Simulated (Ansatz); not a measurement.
# Be4Bi2O (built on the sites of a database entry of Ca4Bi2O): following an unstable mode, part 3 of 3

Which phase does Be4Bi2O (built on the sites of a database entry of Ca4Bi2O) fall into along its unstable mode, and how much energy does it gain?

Ansatz 0.2.0; DFT PBEsol, scalar-relativistic, plane waves, PAW.

So far. Step 5 (Energy along the mode, all amplitudes (two of the runs …): The lowest of the steps tried is at 0.32 Å, 73.9 meV/atom below the parent; the bottom of the well need not coincide with a step. Step 7 (The new phase in its own primitive cell): The largest force component left is 0.28 meV/Å and the pressure is 0.000 GPa, within the tolerances set. The cell now holds 15.30 Å³/atom. The relaxed cell has a, b, c = 5.954, 11.058, 6.505 Å (conventional setting).

The structure was built from a prototype and need not be the compound's stable phase.

## 8. Modes of the new phase, k-mesh 10×10×10

A relaxed structure may still be a saddle point, so its zone-centre modes are computed. No field response is asked, since the mesh shows no gap.

File input.yaml:

```yaml
crystal:
  lattice:
    - [0.0, 5.5291391332, 3.2525361866]
    - [2.9771913598, 0.0, 3.2525361866]
    - [2.9771913598, 5.5291391332, 0.0]
  atoms:
    - { symbol: Be, position: [0.5106864845, 0.3049412221, 0.6950587779] }
    - { symbol: Be, position: [0.9478474237, 0.5414837481, 0.0521525763] }
    - { symbol: Be, position: [0.3049412221, 0.5106864845, 0.4893135155] }
    - { symbol: Be, position: [0.5414837481, 0.9478474237, 0.4585162519] }
    - { symbol: Bi, position: [0.8507751816, 0.1848691488, 0.8151308512] }
    - { symbol: Bi, position: [0.1848691488, 0.8507751816, 0.1492248184] }
    - { symbol: O, position: [0.5891549225, 0.5891549225, 0.4108450775] }
kpoints:
  mp_grid: { grid: [10, 10, 10] }
hamiltonian:
  xc: pbesol
scf:
  occupations: { method: methfessel_paxton, width: 0.2 }
output:
  eigenvalues: true
phonons:
  method: dfpt
```

Command:

```sh
$ ansatz run input.yaml --threads 8 --pin off --max-ram 14336MiB --backend cpu --events-out ev --progress --plain --runs-dir out
```

Numbers of over 12 decimals in the logs are rounded to 6 here.

Log:

```text
[...]
Crystal: 7 atoms, lattice volume = 107.082 Å³
Basis set: ecut = 420 eV, 2101 PW (Γ), exchange–correlation on 96×96×96 points (8 copies of the dense FFT grid, shifted against one another)
Bands: 29, of which v1, the nominal top of the filled ones, is band 22 counted from 1 (21 counted from 0)
Symmetry: 4 space group operations
k-points: 504 of 1000 (irreducible under 1 space group operation, time reversal used)
[...]
SCF iter   1: F=—  HF=-25405.675473 eV  |F-HF|=—  |Δ(HF+E_count)|=         —  Δρ=7.18e-3  dr2=8.82e-2  ethr=1.77e-3  ⟨swp⟩=7.3  Hψ=75827  notcnv=0
[...]
SCF iter  11: F=-25405.650132 eV  HF=-25405.650132 eV  |F-HF|=1.46e-11  |Δ(HF+E_count)|=  7.28e-12  S|Δr|=    0.00e0  Δρ=5.51e-8  dr2=5.12e-12  ethr=1.00e-12  ⟨swp⟩=11.2  Hψ=81372  notcnv=0
SCF 1 converged in 11 iterations: F = -25405.650132 eV  dr2 = 5.12e-12
[...]
DFPT response loops at Γ: preconditioner auto → Kerker (q_TF=auto, 2.352 Å⁻¹) (partly filled bands, converged f_vac=0.000); β = 1.00, the filter's whole step (`scf.mixing.beta` (0.50) is not read by the response loops under this deck's `scf.mixing.preconditioner`; to damp them name `kerker` or `kerker_dos`, under which they read `scf.mixing.beta`, and type it under 1.00, their step now; both keys bind the ground state too); Broyden in place of MSR1
SCF converged after 11 iterations
[...]
Free energy (F): -25405.650132 eV
[...]
Internal energy: -25405.653113 eV  (E = F + TS)
E sigma→0 (E₀):  -25405.650878 eV
Entropy (-TS):   0.002981 eV (0.426 meV/atom)
Fermi energy:    9.785641 eV
[...]
--- Band table (eV; the first three rows and the last of 504) ---
  k-point 0: bands = [... 18 lower, 7.5539, 8.1850, 8.2432, 8.9618, 10.0010, 10.0836, 10.6721, 13.5567, ... 3 higher]
  k-point 1: bands = [... 18 lower, 7.5196, 7.7038, 8.5953, 8.9237, 9.6432, 10.8152, 11.1570, 13.5843, ... 3 higher]
  k-point 2: bands = [... 18 lower, 6.8366, 7.9201, 8.6879, 8.9352, 9.5504, 11.6619, 12.2857, 13.1284, ... 3 higher]
  k-point 503: bands = [... 18 lower, 7.4388, 7.7252, 8.6531, 9.4107, 10.0367, 10.5099, 12.6128, 13.2860, ... 3 higher]
--- Phonons (Γ-DFPT): 12 representative perturbations + reference, on 504 of 1000 k-points (Σ response iterations 41) ---
  k mesh reduced under 1 symmetry operation, with k and −k counted as one. Each operation leaves every solved perturbation unchanged. A smaller set is not used because it would not reduce the number of displacements times k-points to solve
  ASR residual: 4.246e-5 → 0.000e0 eV/Å²; symmetrization residual: 3.180e-6 eV/Å²
  ASR residual per site (eV/Å²): 7.33e-6 9.95e-6 7.33e-6 9.95e-6 3.07e-5 3.07e-5 4.25e-5
[...]
non-analytic LO–TO correction: not included (Born effective charges unavailable; polar crystals: no LO–TO splitting at Γ)
```

Elapsed: 6.4 min, on 8 threads of AMD EPYC 7R43, shared host; peak memory 5.7 GiB; 45 min of CPU time.

This step gave:

```yaml
sum_rule_residual_before_enforcement: 4.25e-5 eV/Å²
point_group: mm2
highest_optical_mode_at_the_zone_centre_no_lo_to_term: 860.1 cm⁻¹
lowest_optical_zone_centre_mode: -105.4 cm⁻¹
```

Patterns of degenerate modes are one choice out of their space. The modes at Γ (shares of kinetic energy by element, %) (negative means imaginary):

| mode | frequency (cm⁻¹) | symmetry | Be % | Bi % | O % |
| --- | --- | --- | --- | --- | --- |
| 1 | -105.4 | B1 | 93 | 4 | 3 |
| 2 | 0.0 | acoustic | 8 | 89 | 3 |
| 3 | 0.0 | acoustic | 8 | 89 | 3 |
| 4 | 0.0 | acoustic | 8 | 89 | 3 |
| 5 | 67.2 | A2 | 4 | 96 | 0 |
| 6 | 68.4 | B2 | 0 | 100 | 0 |
| 7 | 86.8 | A1 | 2 | 97 | 1 |
| 8 | 109.6 | A2 | 96 | 4 | 0 |
| 9 | 151.7 | B1 | 96 | 4 | 0 |
| 10 | 201.3 | A1 | 56 | 12 | 32 |
| 11 | 218.1 | B1 | 39 | 4 | 57 |
| 12 | 225.6 | A2 | 100 | 0 | 0 |
| 13 | 228.4 | A1 | 91 | 0 | 9 |
| 14 | 237.9 | B2 | 57 | 11 | 32 |
| 15 | 284.8 | B2 | 66 | 0 | 34 |
| 16 | 329.9 | B2 | 100 | 0 | 0 |
| 17 | 381.3 | A1 | 88 | 2 | 10 |
| 18 | 617.4 | B2 | 70 | 0 | 30 |
| 19 | 723.0 | A1 | 87 | 0 | 13 |
| 20 | 811.9 | B1 | 64 | 0 | 36 |
| 21 | 860.1 | A1 | 68 | 0 | 32 |

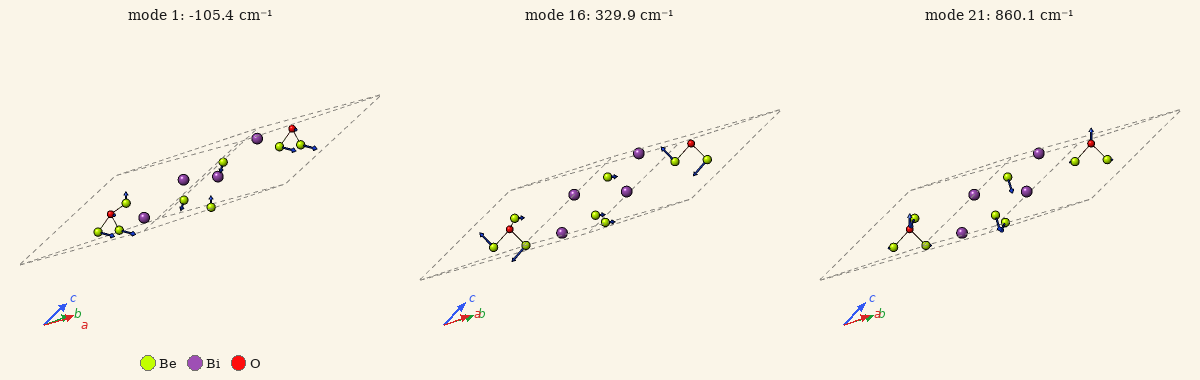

Displacement patterns of modes 1, 16 and 21 at Γ; arrows are exaggerated. Bonds to atoms that aren't drawn are left out.

Before it was imposed, the acoustic sum rule was missed by 4.2e-5 eV/Å². Small misses are needed for a sound result but don't prove that mesh and cutoff are converged. The lowest optical mode is imaginary, 105.4i cm⁻¹, so the energy falls along it.

## 9. Outcome

| Quantity | Value |
| --- | --- |
| unstable mode of the parent | q = (0, 0, 0), 442i cm⁻¹ |
| depth at the lowest point sampled | 73.9 meV/atom |
| largest atomic shift at that point | 0.32 Å |
| space group reached (within 0.01 Å) | Fmm2 |
| energy gained over the parent (first relaxation, on the mesh of the frozen mode) | 203 meV/atom |
| volume per atom, phase reached | 15.3 Å³ |
| lowest optical zone-centre mode, phase reached | -105 cm⁻¹ |
| highest optical mode at the zone centre (no LO-TO term), phase reached | 860 cm⁻¹ |

Along this mode the structure falls into Fmm2, 203 meV/atom below the parent. At the parent's cell the well is 73.91 meV/atom deep on the steps tried, with its lowest point at a shift of 0.32 Å. Relaxing atoms and cell changes the gain by +128.68 meV/atom against the lowest step (energies at zero smearing). Most of the total comes from this relaxation. The new phase still has an imaginary mode at the zone centre of its cell, so it is a saddle point on the way to a lower structure. Of the 5 patterns followed to their end from this parent, this one ends 50.7 meV/atom above the lowest, P2_1/m. Each path keeps the symmetry of its pattern, so a lower phase may lie along a pattern not tried. The q mesh stands for a supercell only 8.3 Å across, so branches between the solved wavevectors are rough. With no gap, or one that is small against the smearing, the frequencies hang on the k mesh and the smearing, most of all near Kohn anomalies. Spin-orbit coupling is left out, which can matter for the heavy elements here. A phonon run warned that its eigensolver left some bands unconverged in a pass. The starting cell was built on a prototype and not taken from a measurement, so the phase need not exist.

[Logs are printed without paths, hosts, clocks, repeated set-up lines and the standing remarks that a program may print on its own settings, such as how far it seeks lower states.]

[Hosts, paths, dates, database ids (printed as entryN), source tags and the programs' standing remarks are cut or masked in the printed files.]
